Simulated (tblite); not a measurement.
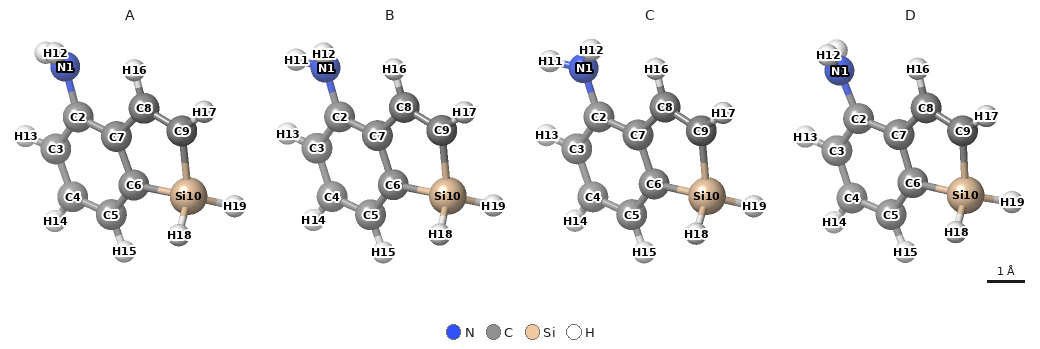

4 geometries from one relaxation of C$_{8}$H$_{9}$NSi, in shuffled order. The picture is a ball-and-stick view, seen from a free direction.

These are results of tblite, GFN2-xTB geometry optimisation, gas phase, not measurements. 

> Put them in the order of the run, from the start to the converged end.

D, A, B, C. They are steps 0, 10, 21, 63, at +72.0 kJ/mol, +17.3 kJ/mol, +4.14 kJ/mol relative to the last. The largest move after the best rigid fit is that of H11, 0.89 Å. Largest moves by element: H 0.89 Å, N 0.16 Å, C 0.10 Å, Si 0.08 Å. Near-neighbour distances that change, for instance: N1–H11 1.067 → 1.007 Å, C7–C8 1.419 → 1.455 Å, C6–C7 1.373 → 1.406 Å, C8–H16 1.115 → 1.083 Å. Bond angles that change, for instance: C2–N1–H12 123.8° → 116.8°, H11–N1–H12 120.6° → 114.3°, C2–C7–C6 114.0° → 120.2°. The energy falls by 72.0 kJ/mol in 63 geometry steps.
